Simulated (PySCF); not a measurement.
# C8H14 (SMILES C=CC1CCCCC1): what the fields show

Input

```
{"job": {"kind": "nmr", "xc": "PBE0", "basis": "pcSseg-1", "solvent": "acetonitrile", "pop": false}, "charge": 0, "multiplicity": 1}
C      3.053054    -0.713896     0.788847
C      2.159393    -0.295779    -0.087348
C      0.693676    -0.166617     0.186706
C      0.208703     1.263573    -0.053290
C     -1.178537     1.416267     0.552535
C     -2.174741     0.329180     0.105903
C     -1.624615    -0.878971    -0.688257
C     -0.098273    -1.084134    -0.745425
H      2.773610    -1.001574     1.789505
H      4.100357    -0.788454     0.548986
H      2.467053    -0.012182    -1.086228
H      0.497854    -0.438187     1.228821
H      0.185410     1.465123    -1.126141
H      0.888838     1.980757     0.411561
H     -1.072458     1.377847     1.639288
H     -1.578403     2.401572     0.305224
H     -2.676386    -0.048545     0.998347
H     -2.949214     0.795621    -0.505221
H     -2.079351    -1.778253    -0.269619
H     -1.985899    -0.803946    -1.715292
H      0.140813    -2.124077    -0.514561
H      0.249116    -0.895322    -1.764339
```

Run with:

```sh
OMP_NUM_THREADS=1 python ens_run.py task.json out
```

Geometry: GFN2-xTB.

These are results of PBE0/pcSseg-1, SCF density, in a acetonitrile solvent model, non-relativistic in PySCF, not measurements.

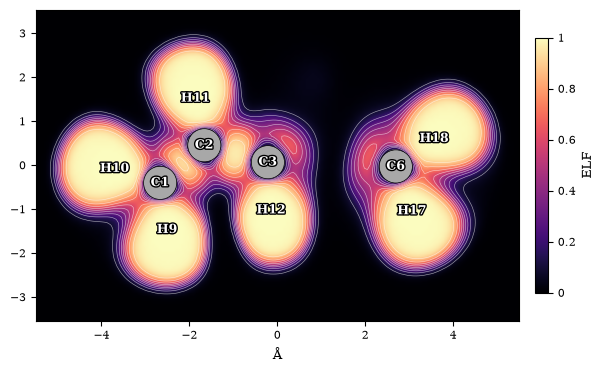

Figure 1. Electron localisation function on the plane of atoms C2, C1 and H10. Grey discs cover the atomic cores.

Question: Describe what can be read from this map.

Answer:
- The section cuts through C and H sites.
- C–C (1.32 Å): the ELF peaks at about 0.90 between the atoms: a short, multiple covalent bond.
- C–H (1.08 Å): the ELF climbs to about 1 towards the hydrogen, as it does in any bond to H: a covalent bond by its length.
- C–C (1.50 Å): the ELF peaks at about 0.95 between the atoms: a shared electron pair.

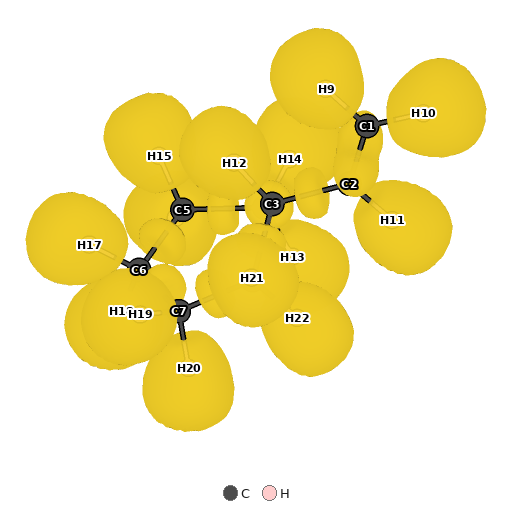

Figure 2. Isosurface of the electron localisation function at 0.8 (yellow), seen at an oblique angle. Only the valence region is drawn (cores and ρ < 0.01 e/Å³ removed).

Question: Identify the bonds, lone pairs and shells in this picture.

Answer: The ELF exceeds this value in eight regions between bonded C–C atoms (shared pairs) and 14 regions around hydrogen nuclei.

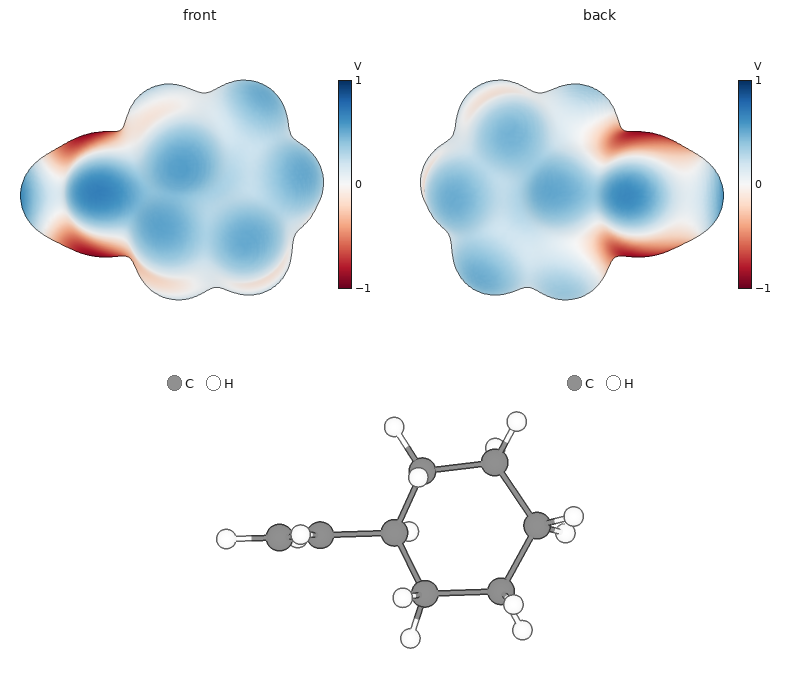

Figure 3. The molecular electrostatic potential painted on the density surface at 0.002 e/bohr³, seen from the front and from behind; the colour scale runs from red (negative) to blue (positive). The bare structure is drawn below in the same view.

Question: Which sites attract a positive test charge, and which a negative one?

Answer: A positive charge is drawn to the negative regions and a negative charge to the positive ones. The most negative region (about −0.9 V) lies over the π face of C1 and C2, the most positive (about +0.6 V) over H9, H10 and H11.

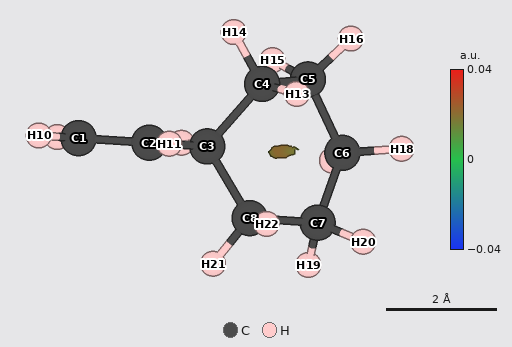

Figure 4. Non-covalent interaction (NCI) plot: the surface where the reduced density gradient is 0.4, for densities under 0.05 a.u., coloured by sign(λ₂)ρ; seen at a tilt.

Question: Identify the weak interactions.

Answer: Inside the ring or cage of C3, C4, C5, C6, C7 and C8: steric crowding (red).
